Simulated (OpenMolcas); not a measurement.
## Predicting a hybrid from its neighbours: CH6GaN

The species is CH6GaN (9 atoms), meant as a singlet with charge 0. SMILES: `[CH3][GaH][NH2]`. Geometry: relaxed at PBE0-D4/def2-TZVP.

The dipole moment y, in D, basis 6-31G(d); a is the functional's share of exact exchange. Programs: OpenMolcas 26.06.

```
functional     program     a  y (D)
    revPBE  OpenMolcas     0   1.13
    r2SCAN  OpenMolcas     0   1.04
     B3LYP  OpenMolcas   0.2   1.02
      PBE0  OpenMolcas  0.25      ?
     BHLYP  OpenMolcas   0.5   0.84
```

Task: Fit y = c + s·a to the known rows and predict PBE0.

Result: 
1. Means of the 4 rows: a = 0.1750, y = 1.008.
2. Σ(Δa)² = 0.1675, Σ(Δa·Δy) = -0.08125, so the slope is -0.08125/0.1675 = -0.48507.
3. Intercept: 1.008 − (-0.48507) × 0.1750 = 1.093. The largest residual of the fit is 0.053.
4. PBE0: 1.093 + (-0.48507) × 0.25 = 0.97 D.

The run gave 0.97 D, so the prediction is off by 0.00 D: they agree to the digits shown. The rows mix families of semi-local functionals, which the line can't see.

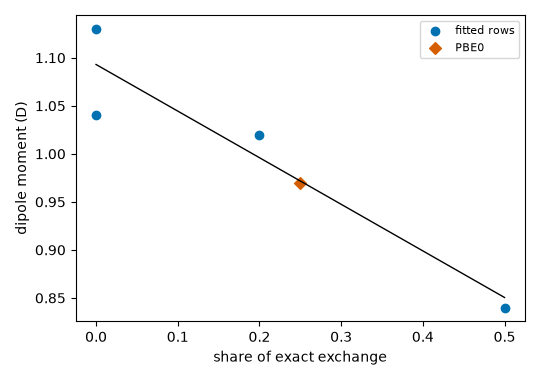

The fitted line, with the withheld row.
